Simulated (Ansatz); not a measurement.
# What CaSiS3 (model cell, started as cubic perovskite with Si in the octahedra) distorts into, part 3 of 3

Which phase does CaSiS3 (model cell, started as cubic perovskite with Si in the octahedra) fall into along its unstable mode, and how much energy does it gain?

Ansatz 0.2.0; DFT LDA, scalar-relativistic, plane waves, PAW; PAW set soft_1.

So far. Step 5 (Energy along the mode, all amplitudes (two of the runs …): The lowest of the steps tried is the last one, at 0.6 Å, 131 meV/atom below the parent; the bottom of the well need not coincide with a step. Step 7 (The new phase in its own primitive cell): The largest force component left is 0.031 meV/Å and the pressure is 0.000 GPa, within the tolerances set. The cell now holds 18.12 Å³/atom. The relaxed cell has a, b, c = 6.324, 8.926, 6.420 Å (conventional setting).

The structure was built from a prototype and need not be the compound's stable phase.

## Step 8: Modes of the new phase

A relaxed structure may still be a saddle point, so its zone-centre modes are computed. No field response is asked, since the mesh shows no gap.

File input.yaml:

```yaml
crystal:
  lattice:
    - [-3.1622151219, 4.4628846834, 3.2102475276]
    - [3.1622151219, -4.4628846834, 3.2102475276]
    - [3.1622151219, 4.4628846834, -3.2102475276]
  atoms:
    - { symbol: Ca, position: [0.7330863708, 0.9830863708, 0.75] }
    - { symbol: Ca, position: [0.2669136292, 0.0169136292, 0.25] }
    - { symbol: Si, position: [0.0, 0.5, 0.5] }
    - { symbol: Si, position: [0.5, 0.5, 0.0] }
    - { symbol: S, position: [0.842595213, 0.592595213, 0.25] }
    - { symbol: S, position: [0.157404787, 0.407404787, 0.75] }
    - { symbol: S, position: [0.3088404489, 0.5, 0.3088404489] }
    - { symbol: S, position: [0.6911595511, 0.5, 0.6911595511] }
    - { symbol: S, position: [0.3088404489, 0.0, 0.8088404489] }
    - { symbol: S, position: [0.6911595511, 0.0, 0.1911595511] }
kpoints:
  mp_grid: { grid: [8, 8, 8] }
hamiltonian:
  xc: lda
  pseudopotentials: { kind: paw, azcp: { folder: soft_1 }, xc_functional: pbe }
scf:
  occupations: { method: methfessel_paxton, width: 0.2 }
output:
  eigenvalues: true
phonons:
  method: dfpt
```

On the command line:

```
$ ansatz run input.yaml --threads 4 --pin off --max-ram 16384MiB --backend cpu --events-out ev --progress --plain --runs-dir out
```

Numbers of over 12 decimals in the logs are rounded to 6 here.

The log of the run:

```text
[...]
Crystal: 10 atoms, lattice volume = 181.220 Å³
Basis set: ecut = 420 eV, 3543 PW (Γ), exchange–correlation on 96×96×96 points (8 copies of the dense FFT grid, shifted against one another)
Bands: 42, of which v1, the nominal top of the filled ones, is band 32 counted from 1 (31 counted from 0)
Symmetry: 8 space group operations
k-points: 260 of 512 (irreducible under 1 space group operation, time reversal used)
[...]
SCF iter   1: F=—  HF=-9994.224148 eV  |F-HF|=—  |Δ(HF+E_count)|=         —  Δρ=5.51e-2  dr2=1.31e1  ethr=3.10e-3  ⟨swp⟩=10.4  Hψ=63593  notcnv=0
[...]
SCF iter  12: F=-9990.092498 eV  HF=-9990.092498 eV  |F-HF|=1.82e-12  |Δ(HF+E_count)|=  7.28e-12  S|Δr|=    0.00e0  Δρ=2.41e-8  dr2=1.24e-12  ethr=1.00e-12  ⟨swp⟩=6.0  Hψ=47007  notcnv=0
SCF 1 converged in 12 iterations: F = -9990.092498 eV  dr2 = 1.24e-12
[...]
DFPT response loops at Γ: preconditioner auto → Kerker (q_TF=auto, 2.294 Å⁻¹) (partly filled bands, converged f_vac=0.000); β = 1.00, the filter's whole step (`scf.mixing.beta` (0.50) is not read by the response loops under this deck's `scf.mixing.preconditioner`; to damp them name `kerker` or `kerker_dos`, under which they read `scf.mixing.beta`, and type it under 1.00, their step now; both keys bind the ground state too); Broyden in place of MSR1
SCF converged after 12 iterations
[...]
Free energy (F): -9990.092498 eV
[...]
Internal energy: -9990.099545 eV  (E = F + TS)
E sigma→0 (E₀):  -9990.094260 eV
Entropy (-TS):   0.007047 eV (0.705 meV/atom)
Fermi energy:    8.071884 eV
[...]
--- Band table (eV; the first three rows and the last of 260) ---
  k-point 0: bands = [... 28 lower, 7.0805, 7.2747, 7.4732, 7.8759, 8.2295, 10.6299, 10.6578, 11.0792, ... 6 higher]
  k-point 1: bands = [... 28 lower, 7.0222, 7.1740, 7.3228, 7.6873, 8.3678, 10.6555, 10.9003, 10.9676, ... 6 higher]
  k-point 2: bands = [... 28 lower, 6.7917, 7.1903, 7.2344, 7.4420, 8.5460, 10.2479, 11.0168, 11.5068, ... 6 higher]
  k-point 259: bands = [... 28 lower, 6.4158, 6.7641, 7.0439, 8.0289, 8.7407, 9.6050, 10.7110, 10.9508, ... 6 higher]
--- Phonons (Γ-DFPT): 12 representative perturbations + reference, on 260 of 512 k-points (Σ response iterations 36) ---
  k mesh reduced under 1 symmetry operation, with k and −k counted as one. Each operation leaves every solved perturbation unchanged. A smaller set is not used because it would not reduce the number of displacements times k-points to solve
  ASR residual: 4.843e-5 → 0.000e0 eV/Å²; symmetrization residual: 6.144e-6 eV/Å²
  ASR residual per site (eV/Å²): 3.63e-6 3.63e-6 1.07e-5 1.07e-5 4.84e-5 4.84e-5 1.92e-5 1.92e-5 1.92e-5 1.92e-5
  Γ frequencies (cm⁻¹): -119.76 -29.21 0.00 0.00 0.00 34.42 64.24 107.80 121.08 134.66 137.06 170.85 186.22 200.32 206.99 214.17 220.08 221.75 229.87 243.90 250.85 268.71 275.52 305.79 330.77 354.35 362.17 370.03 378.65 381.65
  non-analytic LO–TO correction: not included (Born effective charges unavailable; polar crystals: no LO–TO splitting at Γ)
```

The job ended after 13 min (4 threads of Arm Neoverse V1, shared host; peak memory 5.4 GiB).

This step gave:

| Item | Value |
| --- | --- |
| sum-rule residual before enforcement | 4.84e-5 eV/Å² |
| point group | mmm |
| highest optical mode at the zone centre (no LO-TO term) | 381.6 cm⁻¹ |
| lowest optical zone-centre mode | -119.8 cm⁻¹ |

Patterns of degenerate modes are one choice out of their space. Modes at Γ, with each element's share of the kinetic energy (negative means imaginary):

| mode | frequency (cm⁻¹) | symmetry | Ca % | Si % | S % |
| --- | --- | --- | --- | --- | --- |
| 1 | -119.8 | B3u | 12 | 14 | 74 |
| 2 | -29.2 | B1g | 0 | 0 | 100 |
| 3 | 0.0 | acoustic | 24 | 17 | 59 |
| 4 | 0.0 | acoustic | 24 | 17 | 59 |
| 5 | 0.0 | acoustic | 24 | 17 | 59 |
| 6 | 34.4 | B2g | 25 | 0 | 75 |
| 7 | 64.2 | B3u | 24 | 53 | 23 |
| 8 | 107.8 | B1u | 10 | 72 | 17 |
| 9 | 121.1 | B2g | 56 | 0 | 44 |
| 10 | 134.7 | B3g | 85 | 0 | 15 |
| 11 | 137.1 | B2u | 27 | 59 | 13 |
| 12 | 170.8 | Ag | 75 | 0 | 25 |
| 13 | 186.2 | Au | 0 | 3 | 97 |
| 14 | 200.3 | B2u | 47 | 16 | 37 |
| 15 | 207.0 | B1g | 0 | 0 | 100 |
| 16 | 214.2 | B3u | 39 | 1 | 60 |
| 17 | 220.1 | B1u | 1 | 8 | 91 |
| 18 | 221.8 | Ag | 0 | 0 | 100 |
| 19 | 229.9 | B2g | 18 | 0 | 82 |
| 20 | 243.9 | B1u | 60 | 8 | 31 |
| 21 | 250.8 | B3g | 1 | 0 | 99 |
| 22 | 268.7 | B3g | 14 | 0 | 86 |
| 23 | 275.5 | B3u | 1 | 15 | 84 |
| 24 | 305.8 | Ag | 24 | 0 | 76 |
| 25 | 330.8 | B2u | 1 | 13 | 86 |
| 26 | 354.4 | Au | 0 | 97 | 3 |
| 27 | 362.2 | B1u | 1 | 50 | 49 |
| 28 | 370.0 | B3g | 0 | 0 | 100 |
| 29 | 378.6 | B1u | 4 | 44 | 52 |
| 30 | 381.6 | B2u | 0 | 95 | 5 |

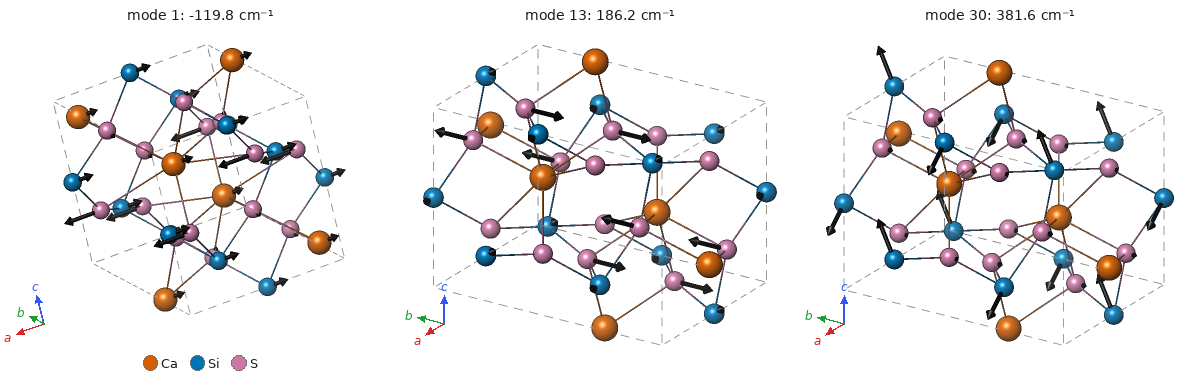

Displacement patterns of modes 1, 13 and 30 at Γ; arrows are exaggerated. Some periodic images of atoms are drawn too.

Before it was imposed, the acoustic sum rule was missed by 4.8e-5 eV/Å². Small misses are needed for a sound result but don't prove that mesh and cutoff are converged. The lowest optical mode is imaginary, 119.8i cm⁻¹, so the energy falls along it.

## Step 9: Results

| Property | Result |
| --- | --- |
| unstable mode of the parent | q = (-0.5, -0.5, -0.5), 182i cm⁻¹ |
| depth at the lowest point sampled | 131 meV/atom |
| largest atomic shift at that point | 0.6 Å |
| space group reached (within 0.01 Å) | Imma |
| energy gained over the parent (first relaxation, on the mesh of the frozen mode) | 165 meV/atom |
| volume per atom, phase reached | 18.1 Å³ |
| lowest optical zone-centre mode, phase reached | -120 cm⁻¹ |
| highest optical mode at the zone centre (no LO-TO term), phase reached | 382 cm⁻¹ |

**Reading.** Along this mode the structure falls into Imma, 165 meV/atom below the parent. At the parent's cell the well is 131.1 meV/atom deep on the steps tried, with its lowest point at a shift of 0.6 Å. That is the last step tried, so the steps alone don't bracket the bottom of the well. Relaxing atoms and cell changes the gain by +33.55 meV/atom against the lowest step (energies at zero smearing). The new phase still has an imaginary mode at the zone centre of its cell, so it is a saddle point on the way to a lower structure. Of the 6 patterns followed to their end from this parent, this one ends 18.7 meV/atom above the lowest, R-3c. Each path keeps the symmetry of its pattern, so a lower phase may lie along a pattern not tried. With no gap, or one that is small against the smearing, the frequencies hang on the k mesh and the smearing, most of all near Kohn anomalies. A semilocal functional can close a gap that the real compound would have, so the metallic treatment may be an artefact of the level. The PAW files were made for PBE and serve the other functionals too. A phonon run warned that its eigensolver left some bands unconverged in a pass. The starting cell was built on a prototype and not taken from a measurement, so the phase need not exist.

[Logs are printed without paths, hosts, clocks, repeated set-up lines and the standing remarks that a program may print on its own settings, such as how far it seeks lower states.]

[Hosts, paths, dates, database ids (printed as entryN), source tags and the programs' standing remarks are cut or masked in the printed files.]
